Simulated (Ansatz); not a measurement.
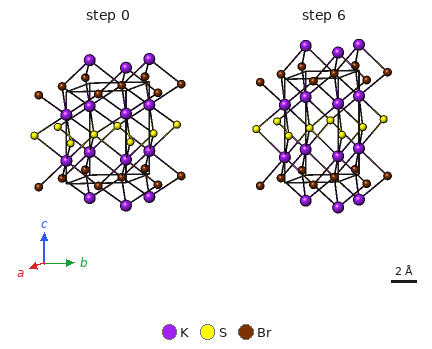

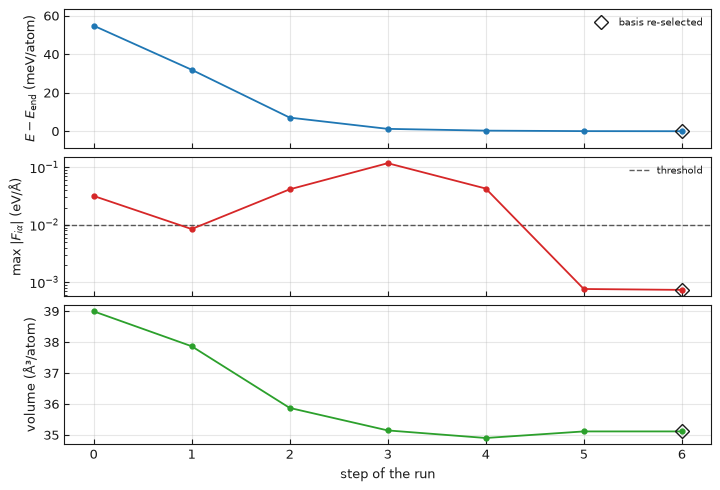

First and last geometry of a relaxation of crystalline K2SBr (a generated structure, set up in P-6m2), with the history of the run. The picture is a ball-and-stick view of the cell of the calculation, seen slightly off an axis.

These are results of Ansatz 0.2.0, DFT PBE, scalar-relativistic, plane waves, PAW, not measurements. Settings: plane-wave cutoff 420 eV; k-point mesh 12 × 12 × 6; occupations gaussian; smearing width 0.1 eV; no spin polarisation; cell and atoms relaxed; force threshold 0.01 eV/Å; at most 80 steps.

> Did the run converge, and what did it change?

It converged. The energy falls by 54.9 meV per atom in 5 accepted moves (6 points after the start). Largest force component: 0.032 eV/Å at the start, 0.00074 eV/Å at the end. The pressure goes from −0.74 to 0.03 GPa. At 1 point the geometry stayed and the basis and grid were re-selected for the new cell (energy shift of less than 0.05 meV per atom at most each time). The largest moves relative to the cell, 0.025 Å, are those of K atoms. S and Br stay in place. The drawn cell changes as follows: a = b 4.880 → 4.361 Å (−10.6 %), c 7.564 → 8.530 Å (+12.8 %); the volume changes by −10.0 %. Some distances before and after: Br–K 3.393 → 3.283 Å, K–S 3.393 → 3.316 Å. Bond angles that change, for instance: K–S–K 67.7° → 81.2°, K–Br–K 67.7° → 79.9°, S–K–S 92.0° → 82.2°. The space group stays P-6m2 (No. 187).
